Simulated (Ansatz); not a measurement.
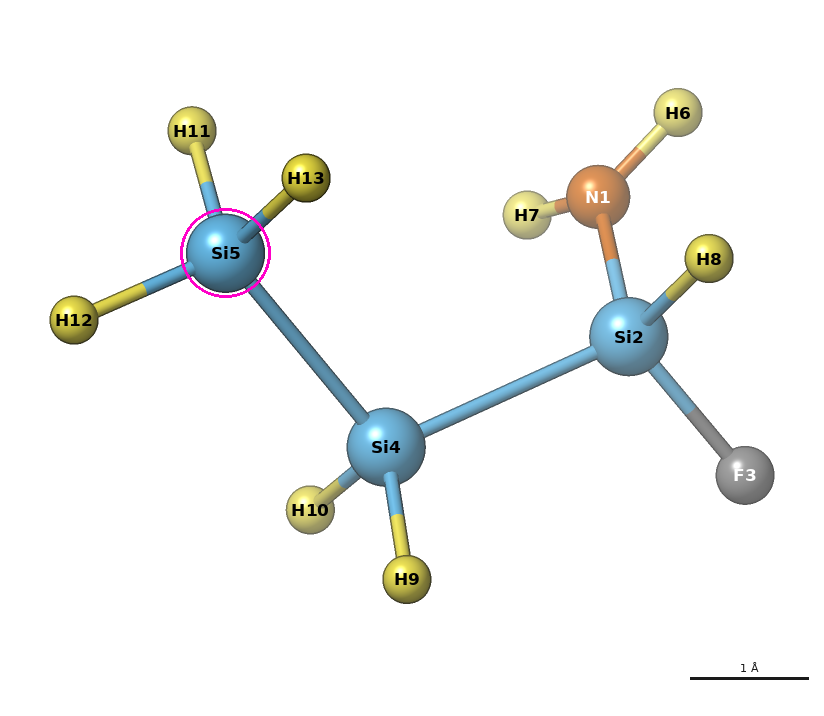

Orthographic view. Atoms fade into the background with distance from the viewer. The geometry was computed by an optimisation with PBE0-D4/def2-TZVP. No frequency run is at hand to confirm it as a minimum.

**Which atoms are bonded to the circled atom?**

The circled atom is Si5; it is bonded to Si4, H11, H12, H13.

**Which atom is nearest the viewer?**

H13, 2.3 Å in front of the mean position.

**What is the shortest path along bonds from the circled atom to N1?**

Si5–Si4–Si2–N1, 3 bonds; through space the two are 4.18 Å apart.

**Which atom is farthest from the viewer?**

H7, 2.3 Å behind the mean position.
